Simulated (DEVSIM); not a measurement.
Structure: Co/SiO2/p-Si capacitor, at 300 K.

```csv
layer (left to right),material,thickness (nm),Na (cm⁻³)
1,SiO2,10.0,-
2,Si,3900,4.4e16
```

Metal gate on the left, work function 5 eV. Fixed charge at the semiconductor interface -2.1e10 cm⁻² (in units of +e); no interface traps.

This is a model device: material constants are rounded textbook-type values typed into the input, and sizes, dopings and lifetimes were drawn at random. Values at 300 K.

```tsv
parameter	SiO2	Si
gap (eV)	9	1.124
affinity (eV)	0.9	4.05
permittivity	3.9	11.7
Nc (cm⁻³)	-	2.86e19
Nv (cm⁻³)	-	3.1e19
```

Model (solved in DEVSIM): 1D Poisson equation in equilibrium, Boltzmann statistics, complete ionisation; no quantum confinement or tunnelling. Metal contacts follow the ideal Schottky-Mott rule: no Fermi-level pinning, no interface dipoles.

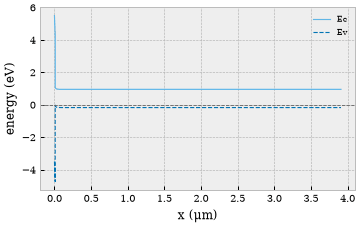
Band edges at -1.4 V on the gate

Energies count from the Fermi level of the right contact; mesh points crowd at the junctions.

| x (μm) | Ec (eV) | Ev (eV) | n (cm⁻³) | p (cm⁻³) | field (V/cm) |
|---|---|---|---|---|---|
| 0.000 | 5.500 | -3.500 | < 1e2 | < 1e2 | -1200000 |
| 0.001313 | 5.338 | -3.662 | < 1e2 | < 1e2 | -1200000 |
| 0.003757 | 5.036 | -3.964 | < 1e2 | < 1e2 | -1200000 |
| 0.007099 | 4.623 | -4.377 | < 1e2 | < 1e2 | -1200000 |
| 0.009592 | 4.315 | -4.685 | < 1e2 | < 1e2 | -1200000 |
| 0.01070 | 1.092 | -0.032 | < 1e2 | 8.9e18 | -260000 |
| 0.01319 | 1.050 | -0.074 | < 1e2 | 1.8e18 | -110000 |
| 0.02170 | 1.000 | -0.124 | 460 | 2.6e17 | -33000 |
| 0.03785 | 0.971 | -0.153 | 1400 | 8.3e16 | -9500 |
| 0.07426 | 0.957 | -0.167 | 2400 | 4.8e16 | -1200 |
| 0.1564 | 0.955 | -0.169 | 2600 | 4.4e16 | -18 |
| 0.4451 | 0.954 | -0.170 | 2600 | 4.4e16 | ≈ 0 |
| 0.9926 | 0.954 | -0.170 | 2600 | 4.4e16 | ≈ 0 |
| 2.149 | 0.954 | -0.170 | 2600 | 4.4e16 | ≈ 0 |
| 3.315 | 0.954 | -0.170 | 2600 | 4.4e16 | ≈ 0 |
| 3.647 | 0.954 | -0.170 | 2600 | 4.4e16 | ≈ 0 |
| 3.798 | 0.954 | -0.170 | 2600 | 4.4e16 | ≈ 0 |
| 3.861 | 0.954 | -0.170 | 2600 | 4.4e16 | ≈ 0 |
| 3.894 | 0.954 | -0.170 | 2600 | 4.4e16 | ≈ 0 |
| 3.904 | 0.954 | -0.170 | 2600 | 4.4e16 | ≈ 0 |
| 3.908 | 0.954 | -0.170 | 2600 | 4.4e16 | ≈ 0 |
| 3.910 | 0.954 | -0.170 | 2600 | 4.4e16 | ≈ 0 |
